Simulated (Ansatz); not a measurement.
**Run report: Si2H4Cl2OF2, single-point calculation**

System: Si2H4Cl2OF2.
Method: RKS PBE0-D4/def2-TZVPP (Ansatz 0.2.0).

The geometry is a transition state. The reaction was set up to form Si1–Cl8 and O2–H7 and to break Si1–O2 and H7–Cl8 (atoms counted from 1 in the order of the input); sticks are drawn by distance alone. The geometry comes from this level: PBE0-D4/def2-TZVP.

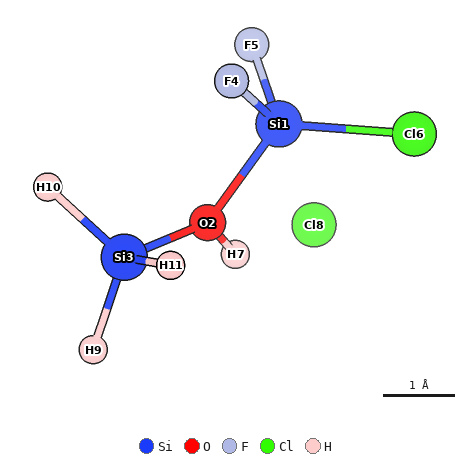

**Figure 1.** The input geometry (ball-and-stick view, seen at a tilt; atoms are numbered from 1 in the order of the input). Bond lengths as drawn: Cl–Si 2.02 Å, F–Si 1.57 to 1.61 Å, H–O 1.12 Å, H–Si 1.47 to 1.48 Å and O–Si 1.71 to 1.73 Å.

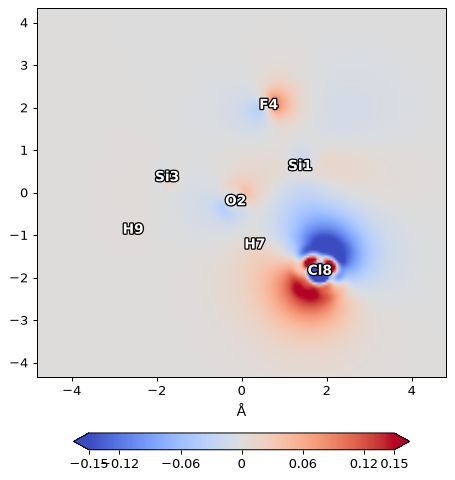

**Figure 2.** The HOMO on the plane of atoms Si3, O2 and H7 (values in Å⁻³ᐟ²; the overall sign is arbitrary). Its energy is −8.53 eV.

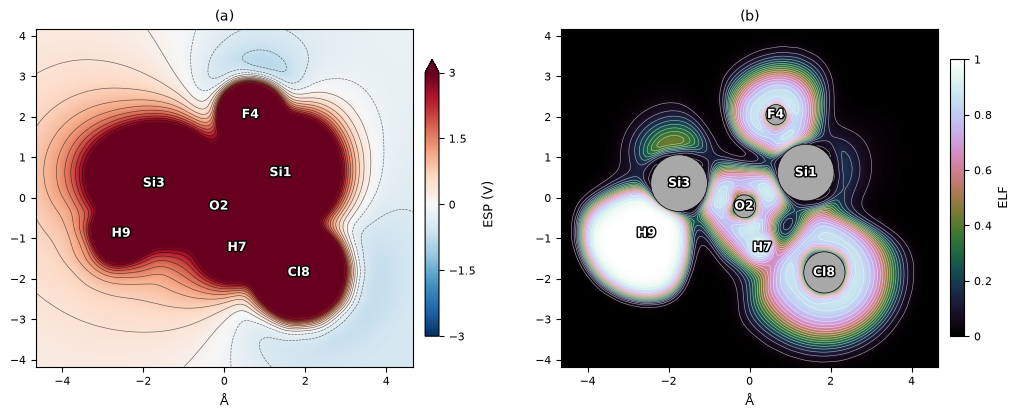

**Figure 3.** (a) electrostatic potential; (b) ELF on the plane of atoms Si1, O2 and Si3. Grey discs, where drawn, cover atomic cores. Si1···Cl8 (2.51 Å): the ELF peaks at about 0.85 between the atoms. Si–H (1.48 Å): the ELF climbs to about 1 towards the hydrogen.

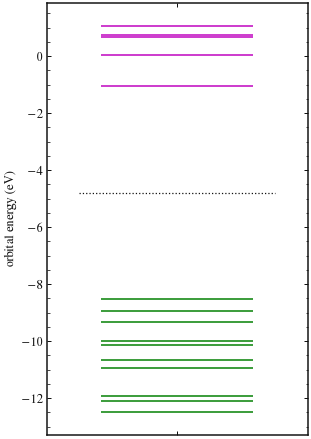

**Figure 4.** Orbital energies near the frontier; the dotted line parts filled from empty levels, and levels within 0.02 eV of each other stand side by side. Highest filled −8.53 eV, lowest empty −1.04 eV, 7.49 eV apart.

The input and output of the run follow.

### The input
```yaml
crystal:
  periodic: [false, false, false]
  atoms:
    - {symbol: Si, position_ang: [-0.461479, 0.522027, 1.207927]}
    - {symbol: O, position_ang: [0.222842, 0.245454, -0.356330]}
    - {symbol: Si, position_ang: [0.265554, -1.148095, -1.349371]}
    - {symbol: F, position_ang: [-1.051961, -0.974399, 1.262811]}
    - {symbol: F, position_ang: [-1.805456, 1.335557, 1.281244]}
    - {symbol: Cl, position_ang: [0.741500, 0.495601, 2.826241]}
    - {symbol: H, position_ang: [0.613988, 1.284304, -0.473615]}
    - {symbol: Cl, position_ang: [0.600196, 2.655973, 0.428016]}
    - {symbol: H, position_ang: [1.045487, -0.701485, -2.522142]}
    - {symbol: H, position_ang: [-1.122080, -1.498318, -1.705717]}
    - {symbol: H, position_ang: [0.951411, -2.216620, -0.599063]}
basis:
  gaussian: {orbitals: def2-TZVPP}
hamiltonian: {xc: pbe0, dispersion: d4}
output: {orbitals: {seedname: orbitals}}
```

Run as:
```bash
ansatz run in.yaml --threads 4 --pin off --events-out ev --progress --plain --max-ram 66560MiB --backend cuda --devices 0, --max-vram 37GiB
```

### The program's output
```
Functional definition: PBE0
  name "PBE0"
  cite "Adamo & Barone, J. Chem. Phys. 110, 6158 (1999) doi:10.1063/1.478522"
  cite "Perdew, Burke & Ernzerhof, Phys. Rev. Lett. 77, 3865 (1996) doi:10.1103/PhysRevLett.77.3865"
  parent pbe
  parameter a = 0.25
  parameter kappa = 0.804
  parameter beta = 0.06672455060314922
  exchange = (1 - a)*pbe_x(kappa = kappa, mu = beta*pi^2/3) + a*exact_x
  correlation = pbe_c(beta = beta)
1931 factors; their error is unknown
mean field evaluation 1: about -48330.4639 eV, gradient 6.1e1 eV
mean field evaluation 2: about -48324.6046 eV, gradient 8.7e1 eV
mean field evaluation 4: about -48335.5945 eV, gradient 3.3e0 eV
mean field evaluation 8: about -48335.6149 eV, gradient 6.4e-2 eV
mean field evaluation 16: about -48335.7342 eV, gradient 8.1e-5 eV
mean field -48335.73415158 eV, -1776.3054669333 hartree, gradient 8.1e-5 eV, S^2 0.000000; 0 other end points of the search recorded, 0 dependent functions left out
reference -48335.73418720 eV, -1776.3054682421 hartree; 46, 46 occupied and 271, 271 virtual orbitals, 1931 factors
Total energy: -48336.04835900 eV, -1776.3170138431 hartree
```

### Summary

| quantity | value |
| --- | --- |
| outcome | converged |
| total energy | −48336.0484 eV |
| mean-field energy | −48335.7342 eV |
| dispersion energy | −0.3142 eV |
| SCF solution under orbital rotations | stable |
| HOMO | −8.53 eV |
| LUMO | −1.04 eV |
| hardware | 4 CPU threads, shared host |
| wall time | 4.4 s (CPU time 3.4 s) |
| peak memory | 0.85 GiB |
